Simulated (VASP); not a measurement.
Band structure of BeHg3Te4 (ordered alloy cell). These are PBEsol GGA, VASP's PBE PAW potentials (set 64) (plane waves; VASP) values and carry that method's errors.

Unless said otherwise, spin-orbit coupling is left out, though it shifts the bands of the heavy elements here.

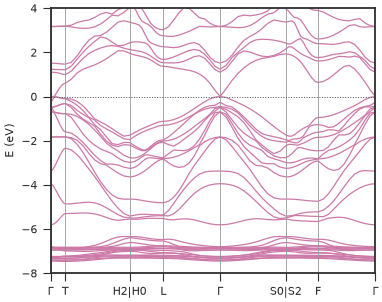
Bands along high-symmetry lines, zero at the valence-band maximum or, without a gap, the Fermi level

Q: Read the plot: is there a gap, and where are the band edges?

A: It has no gap at this level: it comes out as a metal or semimetal. (Edges off the drawn lines would not show.)

The structure was generated: BeHg3Te4 was put into an ordered model structure (R3m), which need not be its known phase. It was relaxed first.
